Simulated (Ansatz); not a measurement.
AlH₂SClF₂: several calculations on one system

## 1. Relaxation

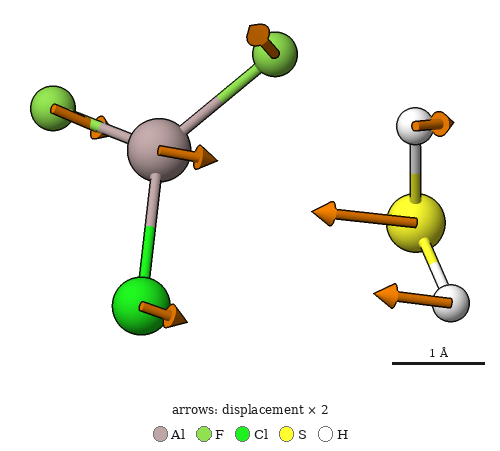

A relaxation of AlH2SClF2. The starting structure is drawn; orange arrows show the displacements, 2 times their true length. The two geometries are superimposed by the best rigid fit.

The picture is a ball-and-stick view, seen at a tilt.

The run prepares an end point of a later path (reaction) calculation, from a guessed geometry.

Level of theory: Ansatz, RKS BHLYP/def2-SVP. Settings: no spin polarisation; force threshold 0.03 eV/Å; at most 50 steps.

**What happened in the run?**

The largest move after the best rigid fit is that of the S atom, 0.62 Å. Largest moves by element: S 0.62 Å, H 0.46 Å, F 0.42 Å, Al 0.35 Å, Cl 0.30 Å. Near-neighbour distances that change, for instance: Al–S 3.447 → 2.503 Å, H–S 1.375 → 1.344 Å, Al–Cl 2.064 → 2.095 Å, Al–F 1.670 → 1.655 Å. New bonds form, among them: Al–S (3.45 → 2.50 Å). Among the angles between lasting bonds that change: F–Al–Cl 121.7° → 118.3°. Over 9 geometry steps the energy falls by 12.4 kcal/mol. Largest force component: 0.93 eV/Å at the start, 0.023 eV/Å at the end. Cost: 25 s on 2 threads of Arm Neoverse V1 (shared host), peak memory 0.19 GiB.

## 2. Relaxation

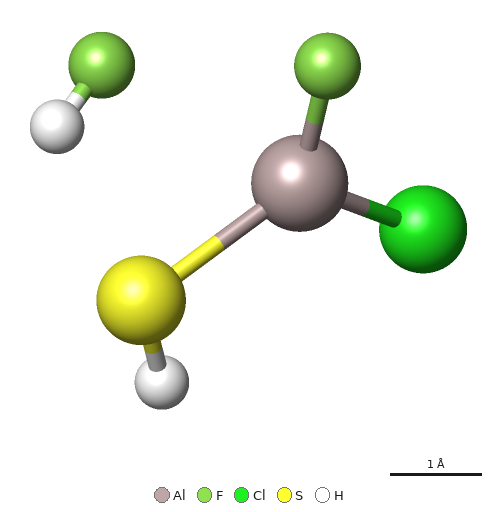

AlH2SClF2, before the relaxation. A ball-and-stick model, seen face on.

The run prepares an end point of a later path (reaction) calculation, from a guessed geometry.

Computed with RKS BHLYP/def2-SVP in Ansatz 0.2.0.

Input file:
```yaml
crystal:
  periodic: [false, false, false]
  atoms:
    - { symbol: Al, position_ang: [-0.0433, -0.58001, -0.534327] }
    - { symbol: F, position_ang: [-0.170282, -0.084695, 2.298022] }
    - { symbol: F, position_ang: [1.352642, 0.265174, -0.726541] }
    - { symbol: Cl, position_ang: [-1.812876, 0.177258, -1.315372] }
    - { symbol: S, position_ang: [0.109329, -2.634022, 0.333123] }
    - { symbol: H, position_ang: [-1.203046, -2.912605, 0.197192] }
    - { symbol: H, position_ang: [-0.077267, -1.001401, 2.346003] }
basis:
  gaussian: { orbitals: def2-SVP }
hamiltonian:
  xc: { name: BHLYP }
relax:
  f_tol: 0.03
  max_steps: 50
```

Run as
```bash
ansatz run input.yaml --threads 2 --pin off --max-ram 3072MiB --backend cpu --events-out ev --progress --plain --runs-dir out
```

Q: Predict the outcome.

A: Over 9 accepted moves (10 points after the start) the energy falls by 10.7 kcal/mol. The largest force component goes from 0.67 to 0.012 eV/Å. The line search rejected the trial step at point 9 of the run. The atom that moves furthest after the best rigid fit is F2 (0.57 Å). By element the largest moves are F 0.57 Å, H 0.36 Å, Al 0.34 Å, Cl 0.26 Å, S 0.09 Å. Some distances before and after: Al1–F2 2.878 → 1.976 Å, Al1–H7 2.911 → 2.246 Å, F2–H7 0.923 → 0.952 Å, Al1–S5 2.235 → 2.225 Å. New bonds form, among them: Al1–F2 (2.88 → 1.98 Å). Among the angles between lasting bonds that change: Cl4–Al1–S5 122.6° → 119.5°. The run took 28 s on 2 threads of Arm Neoverse V1, on a shared host, peak memory 0.19 GiB.

Final geometry:

```xyz
7

Al   -0.0412   -0.5130   -0.1996
F    -0.1966   -0.1034    1.7270
F     1.3866    0.2379   -0.5382
Cl   -1.8148    0.1749   -1.0550
S     0.1218   -2.6435    0.4213
H    -1.1846   -2.9076    0.2548
H    -0.1159   -1.0155    1.9878
```

After the run, drawn alike:

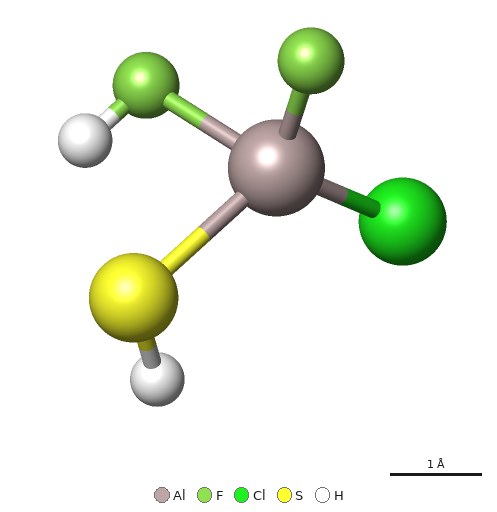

Limits of the set-up: the start holds two separate molecules, 2.6 Å apart at their closest, whose relative position is a soft coordinate and is computed without a dispersion correction.

## 3. Path

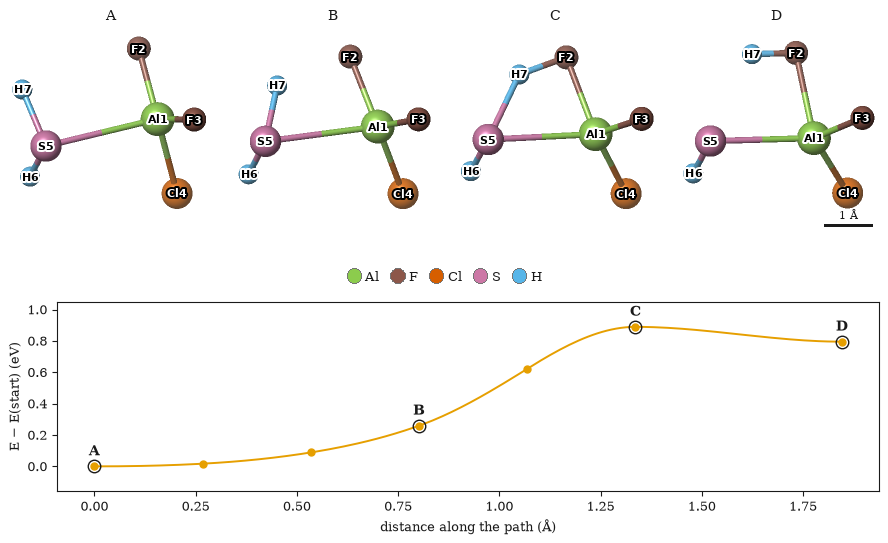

A nudged-elastic-band calculation for AlH2SClF2. Images are numbered from 0 (start) to 6 (end). Frames A to D are images 0, 3, 5, 6. A ball-and-stick model, seen at a tilt.

Level of theory: RKS BHLYP/def2-SVP in Ansatz.

The input:
```yaml
crystal:
  periodic: [false, false, false]
  atoms:
    - { symbol: Al, position_ang: [-0.031305, -0.037375, 0.015134] }
    - { symbol: F, position_ang: [-0.245847, 0.473224, 1.574336] }
    - { symbol: F, position_ang: [1.472785, 0.151047, -0.634753] }
    - { symbol: Cl, position_ang: [-1.684758, 0.045236, -1.268446] }
    - { symbol: S, position_ang: [0.023078, -2.472648, 0.588839] }
    - { symbol: H, position_ang: [-1.29264, -2.680744, 0.41352] }
    - { symbol: H, position_ang: [-0.086116, -2.249039, 1.909472] }
basis:
  gaussian: { orbitals: def2-SVP }
hamiltonian:
  xc: { name: BHLYP }
neb:
  order_check: false
  images: 5
  f_tol: 0.05
  max_iterations: 60
  final_atoms:
    - { symbol: Al, position_ang: [-0.01236648, -0.51644547, -0.19028103] }
    - { symbol: F, position_ang: [-0.18885464, -0.1206469, 1.73737725] }
    - { symbol: F, position_ang: [1.45023567, 0.18057825, -0.49346087] }
    - { symbol: Cl, position_ang: [-1.74051791, 0.25007782, -1.07155743] }
    - { symbol: S, position_ang: [0.05419151, -2.65787479, 0.41029377] }
    - { symbol: H, position_ang: [-1.25818236, -2.86823219, 0.21605189] }
    - { symbol: H, position_ang: [-0.14930879, -1.03775572, 1.98967843] }
  initial_path:
    images:
      - { positions_ang: [[-0.031305, -0.037375, 0.015134], [-0.245847, 0.473224, 1.574336], [1.472785, 0.151047, -0.634753], [-1.684758, 0.045236, -1.268446], [0.023078, -2.472648, 0.588839], [-1.29264, -2.680744, 0.41352], [-0.086116, -2.249039, 1.909472]] }
      - { positions_ang: [[-0.01008544, -0.02799912, 0.01022313], [-0.16875696, 0.31687226, 1.72949646], [1.48667541, 0.08374581, -0.69332236], [-1.74720244, 0.0404884, -1.23196642], [-0.10914051, -2.44919156, 0.66397057], [-1.17101095, -2.84087136, 0.20117277], [-0.12528211, -1.89334343, 1.91852785]] }
      - { positions_ang: [[0.01113412, -0.01862324, 0.00531226], [-0.09166691, 0.16052051, 1.88465691], [1.50056582, 0.01644463, -0.75189172], [-1.80964688, 0.03574081, -1.19548684], [-0.24135902, -2.42573512, 0.73910214], [-1.0493819, -3.00099872, -0.01117446], [-0.16444823, -1.53764787, 1.9275837]] }
      - { positions_ang: [[0.03235368, -0.00924736, 0.00040139], [-0.01457687, 0.00416877, 2.03981737], [1.51445623, -0.05085656, -0.81046108], [-1.87209132, 0.03099321, -1.15900725], [-0.37357753, -2.40227868, 0.81423371], [-0.92775285, -3.16112608, -0.2235217], [-0.20361434, -1.1819523, 1.93663956]] }
      - { positions_ang: [[0.01744696, -0.17831339, -0.06315941], [-0.07266946, -0.03743646, 1.939004], [1.49304938, 0.02628838, -0.70479434], [-1.82823351, 0.10402142, -1.12985731], [-0.23098785, -2.48747738, 0.67958706], [-1.03789602, -3.06349478, -0.07699717], [-0.18551249, -1.13388677, 1.95431918]] }
      - { positions_ang: [[0.00254024, -0.34737943, -0.12672022], [-0.13076205, -0.07904168, 1.83819062], [1.47164253, 0.10343331, -0.59912761], [-1.78437571, 0.17704962, -1.10070737], [-0.08839817, -2.57267609, 0.54494042], [-1.14803919, -2.96586348, 0.06952736], [-0.16741064, -1.08582125, 1.9719988]] }
      - { positions_ang: [[-0.01236648, -0.51644547, -0.19028103], [-0.18885464, -0.1206469, 1.73737725], [1.45023567, 0.18057825, -0.49346087], [-1.74051791, 0.25007782, -1.07155743], [0.05419151, -2.65787479, 0.41029377], [-1.25818236, -2.86823219, 0.21605189], [-0.14930879, -1.03775572, 1.98967843]] }
```

Run as
```bash
ansatz run input.yaml --threads 2 --pin off --max-ram 3072MiB --backend cpu --events-out ev --progress --plain --runs-dir out
```

Question: Describe the mechanism and the energy profile.

Answer: A hydrogen atom shifts from one atom to another. Breaking: S5–H7 (1.34 → 1.71 at the top → 2.27 Å). Forming: F2–H7 (2.75 → 1.12 at the top → 0.95 Å). Forward barrier 0.89 eV, backward barrier 0.09 eV, with image 5 at the top; the reaction energy is +0.80 eV. The band converged in 14 iterations, with a climbing image at the top. At the top, the vibrational analysis gives one imaginary mode (792i cm⁻¹), as a transition state must have.

The run took 2.7 min on 2 threads of Arm Neoverse V1 (shared host), peak memory 0.2 GiB.
